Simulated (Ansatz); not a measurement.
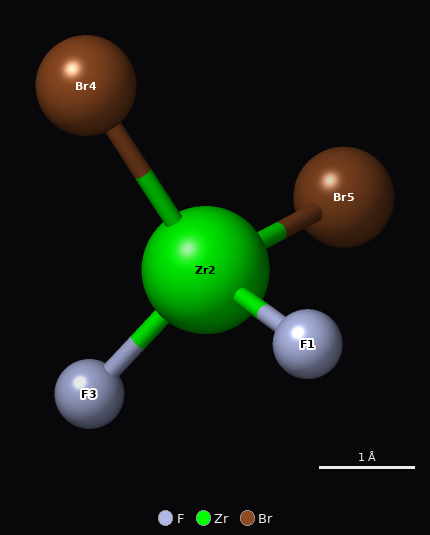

Figure 1. The input geometry (ball-and-stick view, seen at a tilt; atoms are numbered from 1 in the order of the input). Sticks mark near contacts. Bond lengths as drawn: Br–Zr 2.50 Å and F–Zr 1.90 Å.

# Geometry relaxation of ZrBr2F2

ZrBr2F2, SMILES [F][Zr]([F])([Br])[Br], computed with RKS PBE0-D4/def2-TZVP (Ansatz 0.2.0).

The geometry: PBE-D4/def2-SVP start. Figures and captions count atoms from 1; the log counts them from 0 in places.

## Log
```
Functional definition: PBE0
  name "PBE0"
  cite "Adamo & Barone, J. Chem. Phys. 110, 6158 (1999) doi:10.1063/1.478522"
  cite "Perdew, Burke & Ernzerhof, Phys. Rev. Lett. 77, 3865 (1996) doi:10.1103/PhysRevLett.77.3865"
  parent pbe
  parameter a = 0.25
  parameter kappa = 0.804
  parameter beta = 0.06672455060314922
  exchange = (1 - a)*pbe_x(kappa = kappa, mu = beta*pi^2/3) + a*exact_x
  correlation = pbe_c(beta = beta)
1537 factors; their error is unknown
mean field evaluation 1: about -146791.1823 eV, gradient 5.4e1 eV
mean field evaluation 2: about -146760.4121 eV, gradient 1.5e2 eV
mean field evaluation 4: about -146795.6631 eV, gradient 5.7e0 eV
mean field evaluation 8: about -146796.6648 eV, gradient 5.6e-1 eV
mean field evaluation 16: about -146796.6650 eV, gradient 6.5e-5 eV
mean field -146796.66504792 eV, -5394.6779381577 hartree, gradient 6.5e-5 eV, S^2 0.000000; 0 other end points of the search recorded, 0 dependent functions left out
the calculation of the forces begins
reference -146796.66509416 eV, -5394.6779398570 hartree; 50, 50 occupied and 148, 148 virtual orbitals, 1537 factors
relax step   1: F+E_penalty+E_count = -146796.80292744 eV  Δ(F+E_penalty+E_count) = +0.000e0 eV  max|allowed force component| = 5.093e-1 eV/Å  Δτ_max = 0.0000 Å  (29 SCF iters, accepted)
these checks for a lower state are left out or cut short: starts, cluster_reference, orbital_swaps, neighbouring_geometries, increment
1537 factors; their error is unknown
mean field -146796.67057763 eV, -5394.6781413708 hartree, gradient 2.0e-5 eV, S^2 0.000000; 0 other end points of the search recorded, 0 dependent functions left out
the calculation of the forces begins
reference -146796.67062367 eV, -5394.6781430627 hartree; 50, 50 occupied and 148, 148 virtual orbitals, 1537 factors
relax step   2: F+E_penalty+E_count = -146796.81035607 eV  Δ(F+E_penalty+E_count) = -7.429e-3 eV  max|allowed force component| = 2.666e-1 eV/Å  Δτ_max = 0.0291 Å  (33 SCF iters, accepted)
these checks for a lower state are left out or cut short: starts, cluster_reference, orbital_swaps, neighbouring_geometries, increment
1537 factors; their error is unknown
mean field -146796.67641228 eV, -5394.6783557902 hartree, gradient 1.9e-5 eV, S^2 0.000000; 0 other end points of the search recorded, 0 dependent functions left out
the calculation of the forces begins
reference -146796.67645831 eV, -5394.6783574818 hartree; 50, 50 occupied and 148, 148 virtual orbitals, 1537 factors
relax step   3: F+E_penalty+E_count = -146796.81536699 eV  Δ(F+E_penalty+E_count) = -5.011e-3 eV  max|allowed force component| = 3.889e-2 eV/Å  Δτ_max = 0.0154 Å  (34 SCF iters, accepted)
these checks for a lower state are left out or cut short: starts, cluster_reference, orbital_swaps, neighbouring_geometries, increment
1537 factors; their error is unknown
mean field evaluation 32: about -146795.7616 eV, gradient 6.5e-1 eV
mean field -146796.67661565 eV, -5394.6783632638 hartree, gradient 1.9e-5 eV, S^2 0.000000; 0 other end points of the search recorded, 0 dependent functions left out
the calculation of the forces begins
reference -146796.67666165 eV, -5394.6783649543 hartree; 50, 50 occupied and 148, 148 virtual orbitals, 1537 factors
relax step   4: F+E_penalty+E_count = -146796.81547864 eV  Δ(F+E_penalty+E_count) = -1.116e-4 eV  max|allowed force component| = 3.376e-3 eV/Å  Δτ_max = 0.0046 Å  (33 SCF iters, accepted)
```

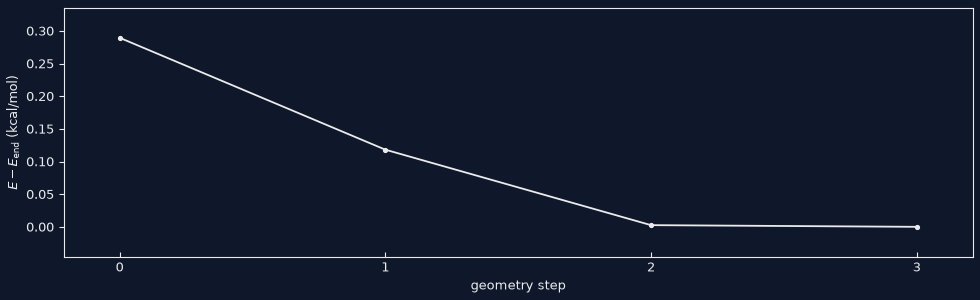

Figure 2. Progress of the relaxation, step by step (the first geometry is step 0 here and step 1 in the log).

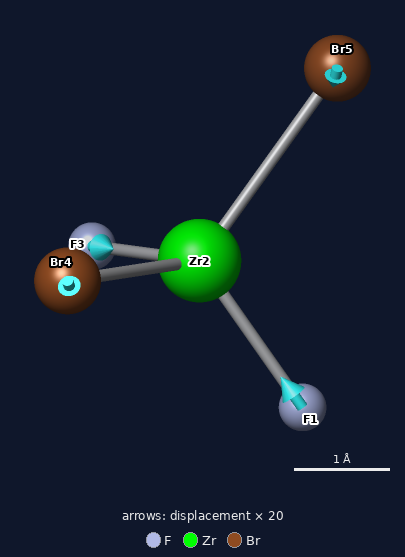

Figure 3. The starting structure with the displacements as teal arrows, magnified 20 times (ball-and-stick view, seen at a tilt). The two geometries are laid on each other by the best rigid fit. The energy falls by 0.29 kcal/mol in 3 geometry steps. The largest force component goes from 0.51 to 0.0034 eV/Å. The largest moves after the best rigid fit, 0.020 Å, are those of F1 and F3. Largest moves by element: F 0.020 Å, Br 0.015 Å, Zr 0.003 Å. Distances before and after: F1–Zr2 1.898 → 1.880 Å, Zr2–Br4 2.498 → 2.485 Å. (Atoms are counted from 1 in the order of the input.)

```
1537 factors; their error is unknown
mean field -146796.67661565 eV, -5394.6783632638 hartree, gradient 1.9e-5 eV, S^2 0.000000; 1 other end points of the search recorded, 0 dependent functions left out
the calculation of the forces begins
reference -146796.67666165 eV, -5394.6783649543 hartree; 50, 50 occupied and 148, 148 virtual orbitals, 1537 factors
Total energy: -146796.81552464 eV, -5394.6834680751 hartree
Atom 0 at     0.180769    -0.617213     1.846919 Å, force     0.001830    -0.001143    -0.002717 eV/Å
Atom 1 at     0.090097    -0.103934     0.041026 Å, force     0.001060    -0.001100     0.000657 eV/Å
Atom 2 at     1.353961    -1.099256    -0.931035 Å, force    -0.000740    -0.000094     0.003376 eV/Å
Atom 3 at    -2.186306    -0.570647    -0.839359 Å, force    -0.001435     0.000808    -0.000749 eV/Å
Atom 4 at     0.611479     2.317449    -0.158951 Å, force    -0.000715     0.001529    -0.000568 eV/Å
Dipole moment:    -0.013771     0.015326    -0.008477 e Å
```

## Trajectory as extended XYZ (Å, eV, eV/Å), 4 frames, from step=1 to step=4
```
5
Properties=species:S:1:pos:R:3:forces:R:3 step=1 energy=-146796.80293
F     0.1823   -0.6227    1.8663   -0.0262   0.1440  -0.5093
Zr    0.0919   -0.1064    0.0422    0.2190  -0.2482   0.1402
F     1.3679   -1.1097   -0.9410   -0.3539   0.2772   0.2712
Br   -2.1977   -0.5636   -0.8453    0.2009   0.0349   0.0786
Br    0.6056    2.3288   -0.1635   -0.0397  -0.2080   0.0193
5
Properties=species:S:1:pos:R:3:forces:R:3 step=2 energy=-146796.81036
F     0.1777   -0.6144    1.8476    0.0017  -0.0051   0.0150
Zr    0.0888   -0.1025    0.0402    0.1843  -0.2010   0.1132
F     1.3524   -1.0972   -0.9344    0.0115  -0.0092  -0.0074
Br   -2.1708   -0.5611   -0.8345   -0.2542  -0.0513  -0.0984
Br    0.6020    2.3015   -0.1602    0.0567   0.2666  -0.0223
5
Properties=species:S:1:pos:R:3:forces:R:3 step=3 energy=-146796.81537
F     0.1803   -0.6175    1.8496    0.0017   0.0077  -0.0389
Zr    0.0913   -0.1052    0.0418    0.0316  -0.0361   0.0200
F     1.3554   -1.1003   -0.9330   -0.0247   0.0184   0.0242
Br   -2.1845   -0.5664   -0.8393   -0.0145  -0.0055  -0.0051
Br    0.6074    2.3157   -0.1604    0.0059   0.0156  -0.0002
5
Properties=species:S:1:pos:R:3:forces:R:3 step=4 energy=-146796.81548
F     0.1808   -0.6172    1.8469    0.0018  -0.0011  -0.0027
Zr    0.0901   -0.1039    0.0410    0.0011  -0.0011   0.0007
F     1.3540   -1.0993   -0.9310   -0.0007  -0.0001   0.0034
Br   -2.1863   -0.5706   -0.8394   -0.0014   0.0008  -0.0007
Br    0.6115    2.3174   -0.1590   -0.0007   0.0015  -0.0006
```

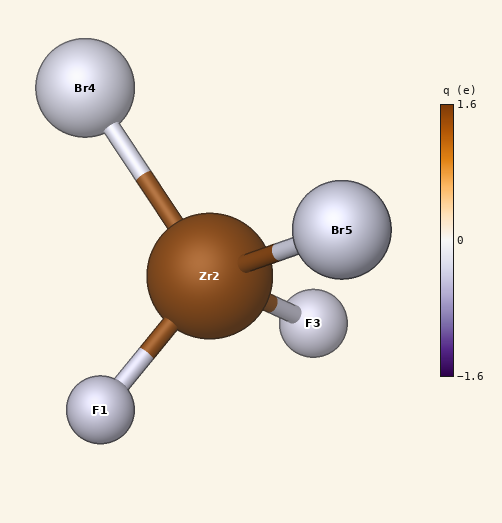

Figure 4. Mulliken charges, as the colour of each atom (ball-and-stick view, seen at a tilt; atoms are numbered from 1 in the order of the input). By element: F −0.42, Zr +1.56 and Br −0.36 e.

The run was set up as follows.

## Input
```yaml
crystal:
  periodic: [false, false, false]
  atoms:
    - {symbol: F, position_ang: [0.182278, -0.622707, 1.866259]}
    - {symbol: Zr, position_ang: [0.091930, -0.106395, 0.042161]}
    - {symbol: F, position_ang: [1.367921, -1.109661, -0.940997]}
    - {symbol: Br, position_ang: [-2.197681, -0.563622, -0.845319]}
    - {symbol: Br, position_ang: [0.605552, 2.328785, -0.163504]}
basis:
  gaussian: {orbitals: def2-TZVP}
hamiltonian: {xc: pbe0, dispersion: d4}
relax: {f_tol: 0.005, max_steps: 150}
```

Run as:
```bash
ansatz run in.yaml --threads 4 --pin off --events-out ev --progress --plain --max-ram 10444MiB
```

## Summary

| quantity | value |
| --- | --- |
| outcome | converged |
| total energy | −146796.8155 eV |
| mean-field energy | −146796.6767 eV |
| dispersion energy | −0.1389 eV |
| SCF solution under orbital rotations | stable |
| largest force (length of the vector) at the end | 0.003 eV/Å |
| dipole moment | 0.11 D |
| hardware | 4 threads of Intel Xeon @ 2.50GHz, 180 GiB of memory available, shared host |
| wall time | 87 s (CPU time 3 min) |
| peak memory | 0.71 GiB |
